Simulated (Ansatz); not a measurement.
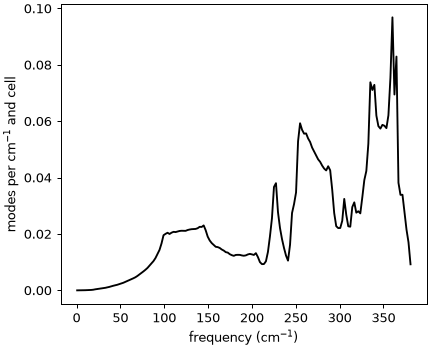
Figure: Phonon density of states of Si2Ni (fluorite or antifluorite type, Fm-3m), 3 atoms a cell, PBE in the plane-wave PAW code Ansatz

**Question.** Estimate the mean frequency and the zero-point energy.

**Answer.** The mean is about 260 cm⁻¹, and (3/2)ħ⟨ω⟩ gives 48.9 meV/atom.

**Question.** What share of the Dulong–Petit heat capacity is reached at 100 K and at 300 K?

**Answer.** 38 % and 87 %.

Symmetry was held in the PBE relaxation; phonons on a q-mesh show no instability. The workflow began spin-polarised and lost its moments. As this level gives no gap, phonon frequencies hold no LO–TO term and depend on the k-mesh and smearing (Fermi–Dirac, 0.1 eV here).

Potentials: the later of the program's two PAW sets.
